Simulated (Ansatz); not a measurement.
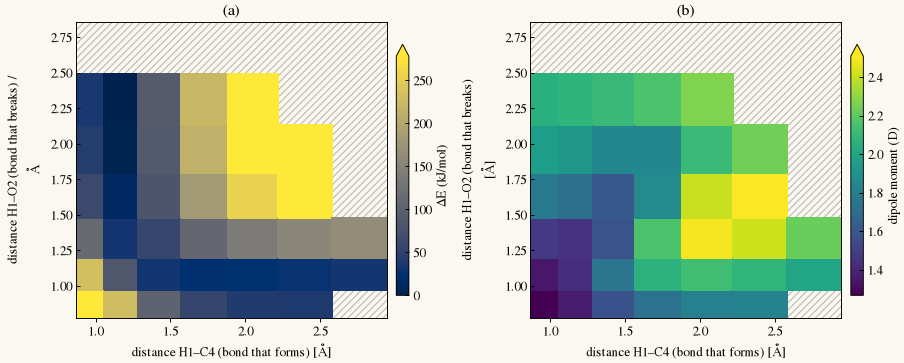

The reacting system C₂H₇O (fragments CH₄O + CH₃ where the first distance is long, CH₄ + CH₃O where the second is long), spin multiplicity 2. The first coordinate is: distance H1–C4 (bond that forms); the second: distance H1–O2 (bond that breaks). Relaxed at each point: all other coordinates. The scan uses a 7 × 7 grid. At 12 points there is no value. Points are written as (first, second). Energies: kJ/mol, counted from the lowest grid point. All numbers below come from UKS r2SCAN-D4/def2-SVP (Ansatz 0.2.0).

Panel (a) is the energy; panel (b) is the computed dipole moment, in D.

In the figure: one coloured cell a grid point, one colour for all values above the top of the scale, hatched blanks where no value was computed.

How does the dipole moment vary over the map, and what is it at the lowest grid point?

Leaving out the highest fifth of the energies, it runs from 1.43 D at (1.155 Å, 1.065 Å) to 2.49 D at (2.047 Å, 1.329 Å). At the lowest grid point, (1.155 Å, 2.306 Å), it is 2.07 D.
